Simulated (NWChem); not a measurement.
# SnH2F2: energy and gradient calculation (part 1 of 2)

System: SnH2F2, SMILES [F][SnH2][F].
Method: HF/3-21G, RHF (NWChem 7.3.0).

The geometry comes from this level: PBE0-D4/def2-TZVP.

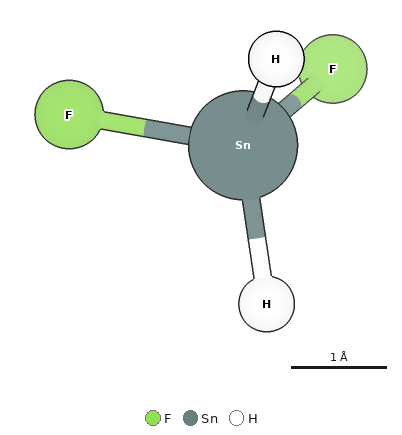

Fig. 1: The input geometry (ball-and-stick view, seen at a tilt). Sticks mark near contacts.

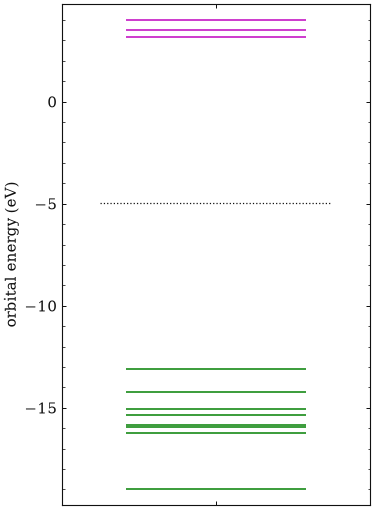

Fig. 2: Orbital energies near the frontier; the dotted line parts filled from empty levels, and levels within 0.02 eV of each other stand side by side. Highest filled −13.11 eV, lowest empty 3.16 eV, 16.27 eV apart.

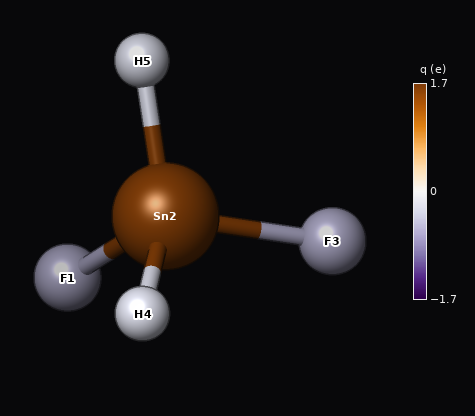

Fig. 3: Mulliken charges, as the colour of each atom (ball-and-stick view, seen at a tilt; atoms are numbered from 1 in the order of the input). By element: F −0.56, Sn +1.63 and H −0.26 e.

The input that produced these results follows, with the program's output.

**Input file**
```
start nw
memory stack 880 mb heap 220 mb global 1100 mb
geometry noautosym nocenter noautoz
  F    -0.343500   -0.356300    1.741400
  Sn    0.128900   -0.073200   -0.086200
  F    -1.231200    1.110700   -0.712400
  H    -0.087400   -1.547100   -0.889100
  H     1.583200    0.792100   -0.095000
end
basis spherical bse
  * library 3-21G
end
scf
  thresh 1e-08
  maxiter 80
end
task scf gradient
```

Launch command:
```bash
nwchem nw.nw > nw.out
```

**What the program printed**
```
Northwest Computational Chemistry Package (NWChem) 7.3.0
             --------------------------------------------------------

           Job information
           ---------------

    nwchem branch   = 7.3.0
    use scalapack   = T
    input           = nw.nw
    prefix          = nw.
    data base       = ./nw.db
    status          = startup
    nproc           =        1

           Memory information
           ------------------

    heap     =     28835834 doubles =      220.0 Mbytes
    stack    =    115343359 doubles =      880.0 Mbytes
    global   =    144179200 doubles =     1100.0 Mbytes (distinct from heap & stack)
    total    =    288358393 doubles =     2200.0 Mbytes
    verify   = yes
    hardfail = no

           Directory information
           ---------------------

  0 permanent = .
  0 scratch   = .

                                NWChem Input Module
                                -------------------

 Scaling coordinates for geometry "geometry" by  1.889725989
 (inverse scale =  0.529177249)

                             Geometry "geometry" -> ""
                             -------------------------

 Output coordinates in angstroms (scale by  1.889725989 to convert to a.u.)

  No.       Tag          Charge          X              Y              Z
 ---- ---------------- ---------- -------------- -------------- --------------
    1 F                    9.0000    -0.34350000    -0.35630000     1.74140000
    2 Sn                  50.0000     0.12890000    -0.07320000    -0.08620000
    3 F                    9.0000    -1.23120000     1.11070000    -0.71240000
    4 H                    1.0000    -0.08740000    -1.54710000    -0.88910000
    5 H                    1.0000     1.58320000     0.79210000    -0.09500000

      Atomic Mass
      -----------

      F                 18.998400
      Sn               117.901800
      H                  1.007825

 Effective nuclear repulsion energy (a.u.)     301.8449579036

            Nuclear Dipole moment (a.u.)
            ----------------------------
        X                 Y               Z
 ---------------- ---------------- ----------------
   -11.7758274978     4.4873433325     7.4963540241

            XYZ format geometry
            -------------------
     5
 geometry
 F                    -0.34350000    -0.35630000     1.74140000
 Sn                    0.12890000    -0.07320000    -0.08620000
 F                    -1.23120000     1.11070000    -0.71240000
 H                    -0.08740000    -1.54710000    -0.88910000
 H                     1.58320000     0.79210000    -0.09500000

 ==============================================================================
                                internuclear distances
 ------------------------------------------------------------------------------
       center one      |      center two      | atomic units |  angstroms
 ------------------------------------------------------------------------------
    2 Sn               |   1 F                |     3.60707  |     1.90878
    3 F                |   2 Sn               |     3.60716  |     1.90883
    4 H                |   2 Sn               |     3.19795  |     1.69228
    5 H                |   2 Sn               |     3.19794  |     1.69228
 ------------------------------------------------------------------------------
                         number of included internuclear distances:          4
 ==============================================================================

 ==============================================================================
                                 internuclear angles
 ------------------------------------------------------------------------------
        center 1       |       center 2       |       center 3       |  degrees
 ------------------------------------------------------------------------------
    1 F                |   2 Sn               |   3 F                |   103.28
    1 F                |   2 Sn               |   4 H                |   107.07
    1 F                |   2 Sn               |   5 H                |   107.07
    3 F                |   2 Sn               |   4 H                |   107.07
    3 F                |   2 Sn               |   5 H                |   107.07
    4 H                |   2 Sn               |   5 H                |   123.55
 ------------------------------------------------------------------------------
                            number of included internuclear angles:          6
 ==============================================================================

 Summary of "ao basis" -> "" (spherical)
 ------------------------------------------------------------------------------
       Tag                 Description            Shells   Functions and Types
 ---------------- ------------------------------  ------  ---------------------
 *                           3-21G                    on all atoms

                      Basis "ao basis" -> "ao basis" (spherical)
                      -----
  [basis functions not shown]

 Summary of "ao basis" -> "ao basis" (spherical)
 ------------------------------------------------------------------------------
       Tag                 Description            Shells   Functions and Types
 ---------------- ------------------------------  ------  ---------------------
 F                           3-21G                   5        9   3s2p
 Sn                          3-21G                  13       31   6s5p2d
 H                           3-21G                   2        2   2s

                                 NWChem SCF Module
                                 -----------------

  ao basis        = "ao basis"
  functions       =    53
  atoms           =     5
  closed shells   =    35
  open shells     =     0
  charge          =   0.00
  wavefunction    = RHF
  input vectors   = atomic
  output vectors  = ./nw.movecs
  use symmetry    = F
  symmetry adapt  = F

 Summary of "ao basis" -> "ao basis" (spherical)
 ------------------------------------------------------------------------------
       Tag                 Description            Shells   Functions and Types
 ---------------- ------------------------------  ------  ---------------------
 F                           3-21G                   5        9   3s2p
 Sn                          3-21G                  13       31   6s5p2d
 H                           3-21G                   2        2   2s

 Forming initial guess at       0.0s

      Superposition of Atomic Density Guess
      -------------------------------------

 Sum of atomic energies:       -6194.96526784

      Non-variational initial energy
      ------------------------------

 Total energy =   -6194.958518
 1-e energy   =   -9155.123257
 2-e energy   =    2658.319781
 HOMO         =      -0.385889
 LUMO         =       0.031497

 Starting SCF solution at       0.1s

 ----------------------------------------------
         Quadratically convergent ROHF

 Convergence threshold     :          1.000E-08
 Maximum no. of iterations :           80
 Final Fock-matrix accuracy:          1.000E-10
 ----------------------------------------------

              iter       energy          gnorm     gmax       time
             ----- ------------------- --------- --------- --------
                 1    -6195.2109162049  1.25D+00  3.79D-01      0.3
                 2    -6195.2892305449  2.59D-01  8.03D-02      0.5
                 3    -6195.2951135719  1.97D-02  5.39D-03      0.9
                 4    -6195.2951720103  2.99D-04  8.37D-05      1.3
                 5    -6195.2951720170  2.03D-08  8.51D-09      2.1
                 6    -6195.2951720170  4.44D-10  1.27D-10      2.6

       Final RHF  results
       ------------------

         Total SCF energy =  -6195.295172017018
      One-electron energy =  -9153.450430842560
      Two-electron energy =   2656.310300921914
 Nuclear repulsion energy =    301.844957903629

        Time for solution =      2.5s

             Final eigenvalues
             -----------------

              1
    1 *********
    2 -156.2882
    3 -145.4341
    4 -145.4340
    5 -145.4337
    6  -31.5958
    7  -26.9712
    8  -26.9710
    9  -26.9703
   10  -26.0804
   11  -26.0800
   12  -19.1389
   13  -19.1382
   14  -19.1371
   15  -19.1370
   16  -19.1369
   17   -5.6080
   18   -3.9919
   19   -3.9917
   20   -3.9916
   21   -1.5438
   22   -1.5256
   23   -1.4775
   24   -1.4740
   25   -1.4731
   26   -1.4446
   27   -1.4161
   28   -0.6974
   29   -0.5975
   30   -0.5851
   31   -0.5829
   32   -0.5636
   33   -0.5532
   34   -0.5228
   35   -0.4819
   36    0.1161
   37    0.1290
   38    0.1473
   39    0.2262
   40    0.2911
   41    0.3440
   42    0.4431
   43    0.4473
   44    1.2794
   45    1.2936

                       ROHF Final Molecular Orbital Analysis
                       -------------------------------------

 Vector   23  Occ=2.000000D+00  E=-1.477507D+00
              MO Center=  1.3D-01, -7.5D-02, -8.8D-02, r^2= 4.0D-01
   Bfn.  Coefficient  Atom+Function         Bfn.  Coefficient  Atom+Function
  ----- ------------  ---------------      ----- ------------  ---------------
    40      0.761369  2 Sn d  2              37     -0.519407  2 Sn d -1
    36      0.409788  2 Sn d -2              35     -0.268092  2 Sn d  2
    38     -0.243472  2 Sn d  0              32      0.182893  2 Sn d -1

 Vector   24  Occ=2.000000D+00  E=-1.473969D+00
              MO Center=  1.3D-01, -7.3D-02, -8.5D-02, r^2= 3.9D-01
   Bfn.  Coefficient  Atom+Function         Bfn.  Coefficient  Atom+Function
  ----- ------------  ---------------      ----- ------------  ---------------
    39      0.716555  2 Sn d  1              37      0.440357  2 Sn d -1
    36     -0.434915  2 Sn d -2              40      0.394211  2 Sn d  2
    34     -0.252252  2 Sn d  1              38     -0.199335  2 Sn d  0
    32     -0.155009  2 Sn d -1              31      0.153119  2 Sn d -2
```
